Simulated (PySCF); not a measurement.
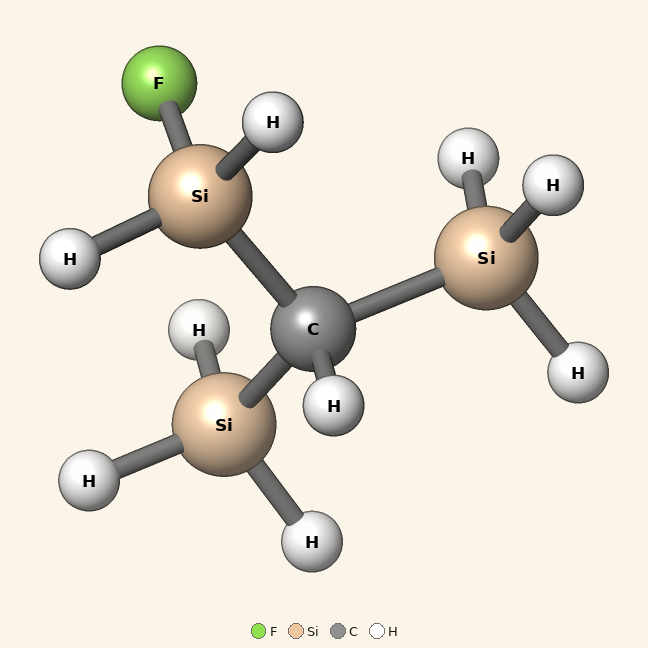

The geometry was computed by an optimisation with PBE0-D3(BJ)/def2-SVP. No frequency run is at hand to confirm it as a minimum. Program: PySCF 2.14.0.

At this fixed geometry, give HOMO energy (eV) at these levels: B3LYP/pcSseg-1; B97-2/pcSseg-1; BLYP/pcSseg-1; BP86/pcSseg-1; KT2/pcSseg-1; PBE0/6-31G; WP04/pcSseg-1; ωB97X-D/pcSseg-1.

```tsv
level	HOMO energy (eV)
B3LYP/pcSseg-1	−8.72
B97-2/pcSseg-1	−8.70
BLYP/pcSseg-1	−7.52
BP86/pcSseg-1	−7.76
KT2/pcSseg-1	−7.71
PBE0/6-31G	−8.85
WP04/pcSseg-1	−10.07
ωB97X-D/pcSseg-1	−10.79
```
